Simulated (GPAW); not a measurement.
# TiPd (Pm-3m): the Pd L₃ absorption edge

Aim: the near-edge shape at the Pd L₃ edge of TiPd (Pm-3m), and what the core hole does to it.

Program: GPAW 26.7.0. Level of theory: X-ray absorption from dipole matrix elements to empty bands, plane-wave PAW LDA. Results are calculated unless marked as measured.

## (1) Set-up

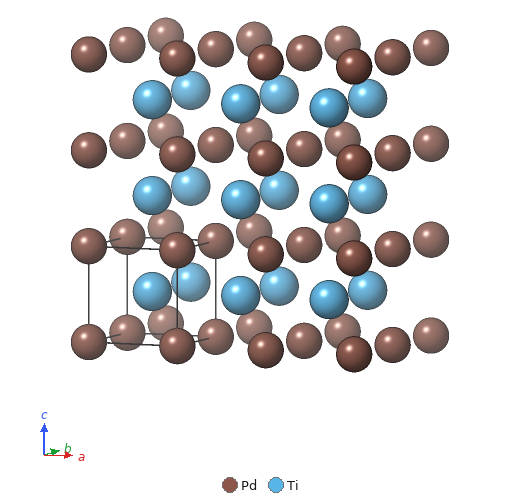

The cell as given, slightly off an axis (palladium brown, titanium blue). 3×2×3 cells are drawn. Some periodic images of atoms are drawn too.

Structure file:

```cif
data_structure
_symmetry_space_group_name_H-M 'P 1'
_symmetry_Int_Tables_number 1
_cell_length_a 3.1800
_cell_length_b 3.1800
_cell_length_c 3.1800
_cell_angle_alpha 90.000
_cell_angle_beta 90.000
_cell_angle_gamma 90.000
_cell_volume 32.16
loop_
_atom_site_label
_atom_site_type_symbol
_atom_site_fract_x
_atom_site_fract_y
_atom_site_fract_z
_atom_site_occupancy
Pd1 Pd 0.00000 0.00000 0.00000 1
Ti2 Ti 0.50000 0.50000 0.50000 1
```

## (2) Ground state of the crystal

A plain self-consistent run shows whether there is a gap, which decides the set-up of the core-hole run.

Input file scf.py:

```python
import numpy as np
from ase import Atoms
from ase.parallel import parprint, paropen
from gpaw import GPAW, PW, FermiDirac, Mixer, MixerDif, setup_paths
from gpaw.test import gen
setup_paths.insert(0, '.')
gen('Pd', name='nch2p', xcname='LDA', corehole=(2, 1, 0), write_xml=True)
from gpaw.mpi import world
world.barrier()

atoms = Atoms('PdTi',
    cell=[[3.18, 0, 0],
     [0, 3.18, 0],
     [0, 0, 3.18]],
    scaled_positions=[[0, 0, 0],
     [0.5, 0.5, 0.5]],
    pbc=True)
atoms.calc = calc = GPAW(legacy_gpaw=True, mode=PW(430, force_complex_dtype=True), xc='LDA', setups={0: 'nch2p'},
    kpts={'size': (8, 8, 8), 'gamma': True}, occupations=FermiDirac(0.05),
    charge=0, mixer=Mixer(0.1, 5, 50), maxiter=150,
    convergence={'density': 0.0001, 'eigenstates': 1e-6}, txt='scf.txt')
energy = atoms.get_potential_energy() + calc.get_reference_energy()
ef = calc.get_fermi_level()
out = dict(energy=energy, fermi=ef, forces=atoms.get_forces().tolist())
parprint(f'all-electron energy {energy:.4f} eV, Fermi level {ef:.4f} eV')
ev = np.array([[calc.get_eigenvalues(k, s) for k in range(len(calc.get_ibz_k_points()))] for s in range(calc.get_number_of_spins())])
out['homo'], out['lumo'], out['counts'] = ev[ev < ef].max(), ev[ev > ef].min(), sorted(set((ev < ef).sum((0, 2)).tolist()))
out['filled'] = (ev[:, 0] < ef).sum(1).tolist()
import json
with paropen('out.json', 'w') as f:
    json.dump(out, f)
```

The run is started by

```
$ OMP_NUM_THREADS=1 mpirun -n 4 gpaw python scf.py
```

Numbers of over 12 decimals in the logs are rounded to 6 here.

The program printed:

```text
Input parameters:
  convergence: {density: 0.0001,
                eigenstates: 1e-06}
  kpts: {gamma: True,
         size: (8, 8, 8)}
  maxiter: 150
  mixer: {backend: pulay,
          beta: 0.1,
          method: separate,
          nmaxold: 5,
          weight: 50}
  mode: {ecut: 430.0,
         force_complex_dtype: True,
         name: pw}
  occupations: {fixmagmom: False,
                name: fermi-dirac,
                width: 0.05}
  setups: {0: nch2p}

Initialize ...

[... PAW data sets ...]

Reference energy: -160272.027157  # eV

Spin-paired calculation

[... convergence settings ...]
Symmetries present (total): 48
  [... symmetry matrices ...]

512 k-points: 8 x 8 x 8 Monkhorst-Pack grid + [1/16,1/16,1/16]
35 k-points in the irreducible part of the Brillouin zone
       k-points in crystal coordinates                weights
   0:     0.00000000    0.00000000    0.00000000          1/512
   1:     0.12500000    0.00000000    0.00000000          6/512
   2:     0.12500000    0.12500000    0.00000000         12/512
   3:     0.12500000    0.12500000    0.12500000          8/512
   4:     0.25000000    0.00000000    0.00000000          6/512
   5:     0.25000000    0.12500000    0.00000000         24/512
   6:     0.25000000    0.12500000    0.12500000         24/512
   7:     0.25000000    0.25000000    0.00000000         12/512
   8:     0.25000000    0.25000000    0.12500000         24/512
   9:     0.25000000    0.25000000    0.25000000          8/512
          ...
  34:     0.50000000    0.50000000    0.50000000          1/512

Wave functions: Plane wave expansion
  Cutoff energy: 430.000 eV
  Number of coefficients (min, max): 619, 672
  Pulay-stress correction: 0.000000 eV/Ang^3 (de/decut=0.000000)
  Using FFTW library
  Wavefunction extrapolation:
    Improved wavefunction reuse through dual PAW basis

Occupation numbers: Fermi-Dirac:
  width: 0.0500  # eV

Eigensolver
   Davidson(niter=2)

Densities:
  Coarse grid: 16*16*16 grid
  Fine grid: 32*32*32 grid
  Total Charge: 0.000000

Density mixing:
  Method: separate
  Backend: pulay
  Linear mixing parameter: 0.1
  old densities: 5
  Width of damping distribution: 1.1
  Damping of long wavelength oscillations: 50

[... Hamiltonian set-up ...]
Number of atoms: 2
Number of atomic orbitals: 25
Number of bands in calculation: 21
Number of valence electrons: 28
Bands to converge: occupied

... initialized

Initializing position-dependent things.

Density initialized from atomic densities
Creating initial wave functions:
  21 bands from LCAO basis set

Positions:
   0 Pd     0.000000    0.000000    0.000000    ( 0.0000,  0.0000,  0.0000)
   1 Ti     1.590000    1.590000    1.590000    ( 0.0000,  0.0000,  0.0000)

Unit cell:
           periodic     x           y           z      points  spacing
  1. axis:    yes    3.180000    0.000000    0.000000    16     0.1988
  2. axis:    yes    0.000000    3.180000    0.000000    16     0.1988
  3. axis:    yes    0.000000    0.000000    3.180000    16     0.1988

  Lengths:   3.180000   3.180000   3.180000
  Angles:   90.000000  90.000000  90.000000

Effective grid spacing dv^(1/3) = 0.1987

iter:   1   -18.859342
iter:   2   -14.665719   -0.47  -0.94
iter:   3   -13.971724   -1.65  -1.33
iter:   4   -13.673541   -1.05  -1.47
iter:   5   -13.642272   -1.67  -1.85
iter:   6   -13.800185   -2.11  -1.90
iter:   7   -13.528220   -2.12  -1.81
iter:   8   -13.518934   -2.84  -2.51
iter:   9   -13.519824c  -4.21  -3.24
iter:  10   -13.519114c  -4.30  -2.97
iter:  11   -13.519145c  -4.72  -3.18
iter:  12   -13.519042c  -5.29  -3.92
iter:  13   -13.518995c  -5.72  -3.73
iter:  14   -13.518975c  -6.05c -4.03c

Converged after 14 iterations.

Dipole moment: (-0.000000, -0.000000, 0.000000) |e|*Ang

Energy contributions relative to reference atoms: (reference = -160272.027157)

Kinetic:         -4.292851
Potential:       -2.081917
External:        +0.000000
XC:              -7.028350
Entropy (-ST):   -0.029754
Local:           -0.100980
SIC:             +0.000000
--------------------------
Free energy:    -13.533852
Extrapolated:   -13.518975

Showing only first 2 kpts
 Kpt  Band  Eigenvalues  Occupancy
  0    12      6.28090    2.00000
  0    13      9.69898    0.00017
  0    14      9.69898    0.00017
  0    15     11.37736    0.00000

  1    12      6.33263    2.00000
  1    13      9.53523    0.00457
  1    14      9.75197    0.00006
  1    15     11.01879    0.00000

Fermi level: 9.23125

No gap
No difference between direct/indirect transitions

Forces in eV/Ang:
  0 Pd   -0.00000   -0.00000   -0.00000
  1 Ti    0.00000    0.00000    0.00000
Scalar-relativistic atomic LDA calculation for Pd (Palladium, Z=46)
Core hole in 2p state (2p occupation: 6.0)
600 radial gridpoints.
|------------------------------------------------|
|------------------------------------------------|
[... the atom generator's iteration count ...]

Energy contributions:
-------------------------
Kinetic:    +5219.350603
XC:          -139.064266
Potential: -10118.547820
-------------------------
Total:      -5038.261483

state      eigenvalue         ekin         rmax
-----------------------------------------------
1s^2.0 :  -885.714847  1123.525566        0.021
2s^2.0 :  -129.403722   230.760054        0.117
2p^6.0 :  -116.220102   221.001669        0.093
3s^2.0 :   -23.311760    63.446738        0.342
3p^6.0 :   -18.958065    58.968997        0.335
3d^10.0:   -11.979024    53.022437        0.282
4s^2.0 :    -3.135499    15.783336        0.850
4p^6.0 :    -1.887839    12.966057        0.909
4d^10.0:    -0.158303     6.447451        1.100
5p^0.0 :    -0.013094     0.359513        4.109
5s^0.0 :    -0.132445     1.206553        2.657
-----------------------------------------------
(units: Bohr and Hartree)

Generating PAW setup
Kinetic energy of the core from tauc = 5197.126256092287
Cutoffs:
rc(s)=2.320
rc(p)=2.570
rc(d)=2.320
rc(vbar)=2.300
rc(comp)=2.250
rc(nct)=2.570

Kinetic energy of the core states: 5077.079754
Charge: 0.0
Core electrons: 30.0
Valence electrons: 16.0
Pseudo-core charge: 0.075350
Shape function alpha=1.975
Pseudo-electron charge 5.689187
state    eigenvalue         norm
--------------------------------
5s(0) :    -0.132445     1.011511
*s    :     0.867555
4p(6) :    -1.887839     0.106328
5p(0) :    -0.013094     0.999271
4d(10):    -0.158303     0.497587
*d    :     0.841697
--------------------------------

Diagonalizing with gridspacing h=0.050

state   all-electron     PAW
-------------------------------
5s:      -0.132445    -0.132631
4p:      -1.887839    -1.888259
4d:      -0.158303    -0.159049
*f:                    0.072864
-------------------------------
all-electron energy -160285.5461 eV, Fermi level 9.2313 eV
```

Wall time 7.5 s (4 MPI ranks of Intel Xeon Platinum 8375C at 2.90GHz (Ice Lake), shared host); peak memory 0.17 GiB.

The mesh shows no gap, so the system is treated as a metal and the core electron is put at the Fermi level (neutral cell).

## (3) Spectrum without a core hole, Pd atom 1

Without a hole the spectrum is the empty density of states of the right symmetry on the absorber, weighted by matrix elements. It needs only the small cell and serves as the baseline. The data set with a hole of occupation 0 only carries the core orbital.

The absorber has 8 Ti at 2.75 Å and 6 Pd at 3.18 Å (cube and octahedron, as in bcc, site symmetry m-3m).

Input file xas.py:

```python
import numpy as np
from ase import Atoms
from ase.parallel import parprint, paropen
from gpaw import GPAW, PW, FermiDirac, Mixer, MixerDif, setup_paths
from gpaw.test import gen
setup_paths.insert(0, '.')
gen('Pd', name='nch2p', xcname='LDA', corehole=(2, 1, 0), write_xml=True)
from gpaw.mpi import world
world.barrier()

atoms = Atoms('PdTi',
    cell=[[3.18, 0, 0],
     [0, 3.18, 0],
     [0, 0, 3.18]],
    scaled_positions=[[0, 0, 0],
     [0.5, 0.5, 0.5]],
    pbc=True)
atoms.calc = calc = GPAW(legacy_gpaw=True, mode=PW(430, force_complex_dtype=True), xc='LDA', setups={0: 'nch2p'},
    kpts={'size': (11, 11, 11), 'gamma': True}, occupations=FermiDirac(0.1),
    charge=0, mixer=Mixer(0.1, 5, 50), maxiter=150,
    convergence={'density': 0.0001, 'eigenstates': 1e-6}, txt='scf.txt')
energy = atoms.get_potential_energy() + calc.get_reference_energy()
ef = calc.get_fermi_level()
out = dict(energy=energy, fermi=ef, forces=atoms.get_forces().tolist())
parprint(f'all-electron energy {energy:.4f} eV, Fermi level {ef:.4f} eV')
ev = np.array([[calc.get_eigenvalues(k, s) for k in range(len(calc.get_ibz_k_points()))] for s in range(calc.get_number_of_spins())])
out['homo'], out['lumo'], out['counts'] = ev[ev < ef].max(), ev[ev > ef].min(), sorted(set((ev < ef).sum((0, 2)).tolist()))
out['filled'] = (ev[:, 0] < ef).sum(1).tolist()

from ase.units import Ha
from gpaw.xas import dipole_matrix_elements
nb = int(calc.get_number_of_electrons() / 2) + 33
top = nb
nscf = calc.fixed_density(kpts={'size': (8, 8, 8), 'gamma': True},
    convergence={'eigenstates': 1.0}, txt='nscf.txt')
nscf.diagonalize_full_hamiltonian(nbands=nb)
cell = atoms.cell.array
ops = [cell.T @ U.T @ np.linalg.inv(cell.T) for U in nscf.wfs.kd.symmetry.op_scc]
E = np.arange(-25, 34, 0.1)
fwhm = np.interp(E, [4, 25], [2.25, 3.5])
Y, X, zero, highest = 0, 0, 1e9, 1e9
for spin in range(nscf.get_number_of_spins()):
    wfs = nscf.wfs
    mine = wfs.bd.get_slice()  # this rank's bands
    A = dipole_matrix_elements(wfs.setups[0])
    eps = np.zeros((wfs.kd.nibzkpts, nb))
    d = np.zeros((3, A.shape[1], wfs.kd.nibzkpts, nb), complex)
    for kpt in wfs.kpt_u:
        if kpt.s == spin and 0 in kpt.P_ani:
            eps[kpt.k, mine] = kpt.eps_n * Ha
            d[:, :, kpt.k, mine] = (kpt.weight * wfs.nspins / 2) ** 0.5 * np.inner(A, kpt.P_ani[0])
    world.sum(eps)
    world.sum(d)
    T = np.einsum('amkn,bmkn->abkn', d, d.conj()).real
    T = sum(np.einsum('ai,ijkn,bj->abkn', R, T, R) for R in ops) / len(ops)
    empty = eps > ef
    zero, highest = min(zero, eps[empty].min()), min(highest, eps[:, top - 1].min())
    lines = [(eps, T, empty)] if spin == 0 else lines + [(eps, T, empty)]
for eps, T, empty in lines:
    f = np.einsum('aakn->akn', T).reshape(3, -1)
    x = eps.ravel() - zero
    w = np.interp(x, E, fwhm) / 2.35482
    g = np.exp(-0.5 * ((E[:, None] - x) / w) ** 2) / (w * (2 * np.pi) ** 0.5)
    Y = Y + (f * empty.ravel()) @ g.T
    X = X + (f * ~empty.ravel()) @ g.T
out.update(E=E.round(2).tolist(), xas=Y.tolist(), xes=X.tolist(), zero=zero, valid=highest - zero, nk=len(eps), nb=nb)
for i in range(0, len(E), 10):
    parprint(f'{E[i]:7.2f}', *(f'{v:10.3e}' for v in Y[:, i]))
import json
with paropen('out.json', 'w') as f:
    json.dump(out, f)
```

The run is started by

```
$ OMP_NUM_THREADS=1 mpirun -n 4 gpaw python xas.py
```

The program printed:

```text
Input parameters:
  convergence: {density: 0.0001,
                eigenstates: 1e-06}
  kpts: {gamma: True,
         size: (11, 11, 11)}
  maxiter: 150
  mixer: {backend: pulay,
          beta: 0.1,
          method: separate,
          nmaxold: 5,
          weight: 50}
  mode: {ecut: 430.0,
         force_complex_dtype: True,
         name: pw}
  occupations: {fixmagmom: False,
                name: fermi-dirac,
[...]
*d    :     0.841697
--------------------------------

Diagonalizing with gridspacing h=0.050

state   all-electron     PAW
-------------------------------
5s:      -0.132445    -0.132631
4p:      -1.887839    -1.888259
4d:      -0.158303    -0.159049
*f:                    0.072864
-------------------------------
all-electron energy -160285.5548 eV, Fermi level 9.2698 eV
[...]
32.00  3.880e-06  3.880e-06  3.880e-06
  33.00  3.542e-06  3.542e-06  3.542e-06
[key lines of the parts left out:]
Converged after 16 iterations.
Dipole moment: (-0.000000, -0.000000, -0.000000) |e|*Ang
Free energy:    -13.581523
Fermi level: 9.26979
```

It took 14 s on 4 MPI ranks; peak memory 0.24 GiB; 56 s of CPU time.

The Pd L₃ spectrum, Pd atom 1, no core hole (energy from the lowest empty level; intensity scaled to a mean of 1 over the first 20 eV):

| E (eV) | intensity |
| --- | --- |
| -2.0 | 0.08 |
| -0.5 | 1.13 |
| 1.0 | 2.35 |
| 2.5 | 1.48 |
| 4.0 | 0.68 |
| 5.5 | 0.47 |
| 7.0 | 0.63 |
| 8.5 | 0.98 |
| 10.0 | 0.96 |
| 11.5 | 0.91 |
| 13.0 | 0.88 |
| 14.5 | 0.99 |
| 16.0 | 1.05 |
| 17.5 | 0.87 |
| 19.0 | 0.73 |
| 20.5 | 0.85 |
| 22.0 | 0.94 |
| 23.5 | 0.88 |
| 25.0 | 0.83 |
| 26.5 | 0.86 |
| 28.0 | 0.92 |
| 29.5 | 0.93 |
| 31.0 | 0.79 |

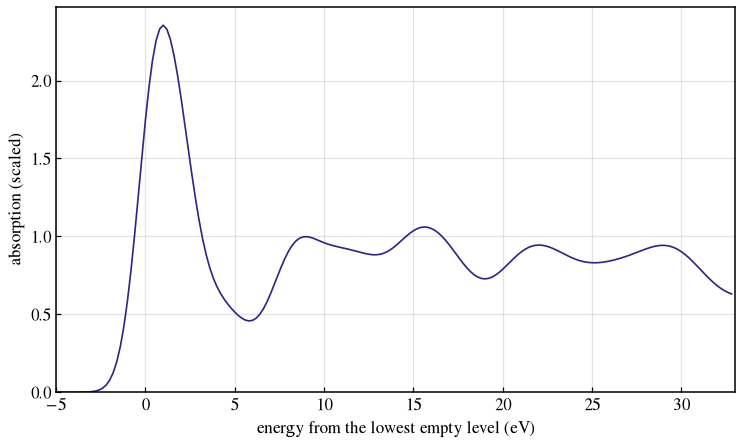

The Pd L₃ edge, Pd atom 1, no core hole: main maxima at 1.0, 9.0 and 15.6 eV.

Main maxima below 30 eV (height): 1.0 eV (2.35), 9.0 eV (1.00), 15.6 eV (1.06), 22.0 eV (0.94) and 29.0 eV (0.94). At an L edge the dipole rule selects empty d (and weakly s) states on the absorber, and the strong line at the onset measures the empty part of its d band.

The same matrix elements for filled bands give the Pd L₃ emission of Pd atom 1 (ground-state approximation; energy from the lowest empty level, largest value 1):

| E (eV) | emission |
| --- | --- |
| -24.0 | 0.00 |
| -22.5 | 0.00 |
| -21.0 | 0.00 |
| -19.5 | 0.00 |
| -18.0 | 0.00 |
| -16.5 | 0.00 |
| -15.0 | 0.00 |
| -13.5 | 0.00 |
| -12.0 | 0.00 |
| -10.5 | 0.00 |
| -9.0 | 0.00 |
| -7.5 | 0.01 |
| -6.0 | 0.16 |
| -4.5 | 0.80 |
| -3.0 | 0.86 |
| -1.5 | 0.29 |
| 0.0 | 0.12 |
| 1.5 | 0.02 |
| 3.0 | 0.00 |

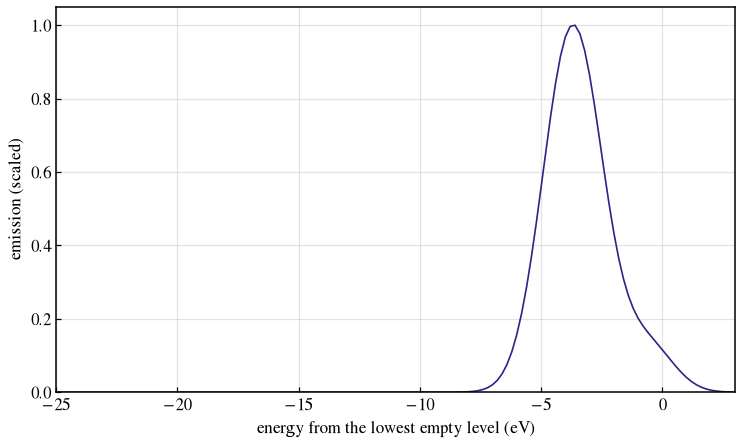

X-ray emission from the filled bands.

Emission maxima: -3.6 eV (1.00).

## (4) Supercell without a hole, the energy reference

The photon energy needs a difference of total energies, so the cell and mesh of the coming hole run are first run without a hole.

Edit scf.py of step 2 so:

```diff
@@ -10,11 +10,17 @@
 
-atoms = Atoms('PdTi',
-    cell=[[3.18, 0, 0],
-     [0, 3.18, 0],
-     [0, 0, 3.18]],
+atoms = Atoms('Pd4Ti4',
+    cell=[[3.18, 3.18, 3.18],
+     [-3.18, 3.18, -3.18],
+     [-3.18, -3.18, 3.18]],
     scaled_positions=[[0, 0, 0],
-     [0.5, 0.5, 0.5]],
+     [0, 0.5, 0.5],
+     [0.5, 0, 0.5],
+     [0.5, 0.5, 0],
+     [0.5, 0, 0],
+     [0.5, 0.5, 0.5],
+     [0, 0, 0.5],
+     [0, 0.5, 0]],
     pbc=True)
 atoms.calc = calc = GPAW(legacy_gpaw=True, mode=PW(430, force_complex_dtype=True), xc='LDA', setups={0: 'nch2p'},
-    kpts={'size': (8, 8, 8), 'gamma': True}, occupations=FermiDirac(0.05),
+    kpts={'size': (6, 6, 6), 'gamma': True}, occupations=FermiDirac(0.1),
     charge=0, mixer=Mixer(0.1, 5, 50), maxiter=150,
```

The run is started by

```
$ OMP_NUM_THREADS=1 mpirun -n 4 gpaw python scf.py
```

The program printed:

```text
Input parameters:
  convergence: {density: 0.0001,
                eigenstates: 1e-06}
  kpts: {gamma: True,
         size: (6, 6, 6)}
  maxiter: 150
  mixer: {backend: pulay,
          beta: 0.1,
          method: separate,
          nmaxold: 5,
          weight: 50}
  mode: {ecut: 430.0,
         force_complex_dtype: True,
         name: pw}
  occupations: {fixmagmom: False,
                name: fermi-dirac,
[...]
*s    :     0.867555
4p(6) :    -1.887839     0.106328
5p(0) :    -0.013094     0.999271
4d(10):    -0.158303     0.497587
*d    :     0.841697
--------------------------------

Diagonalizing with gridspacing h=0.050

state   all-electron     PAW
-------------------------------
5s:      -0.132445    -0.132631
4p:      -1.887839    -1.888259
4d:      -0.158303    -0.159049
*f:                    0.072864
-------------------------------
all-electron energy -641142.2449 eV, Fermi level 9.2598 eV
[key lines of the parts left out:]
Converged after 21 iterations.
Dipole moment: (0.000000, -0.000000, -0.000000) |e|*Ang
Free energy:    -54.336770
Fermi level: 9.25984
```

Run time: 32 s. Hardware: 4 MPI ranks; peak memory 0.26 GiB; 2.1 min of CPU time.

Reference energy: -641142.245 eV with the cores included.

[end of part 1 of 3]

[Banner, clock and machine lines of the logs are left out without a mark of their own.]

[Logs are printed without paths, hosts, clocks, repeated set-up lines and the standing remarks that a program may print on its own settings, such as how far it seeks lower states.]

[Hosts, paths, dates, database ids (printed as entryN), source tags and the programs' standing remarks are cut or masked in the printed files.]

[Lists of maxima count a maximum above −3 eV only where it reaches 4 % of the highest in the window and stands out from its surroundings by 2 % of it (1.5 % where it reaches 55 %); shoulders and weaker maxima are passed over, and of the rest the first, up to two pre-edge ones and the few strongest are named.]
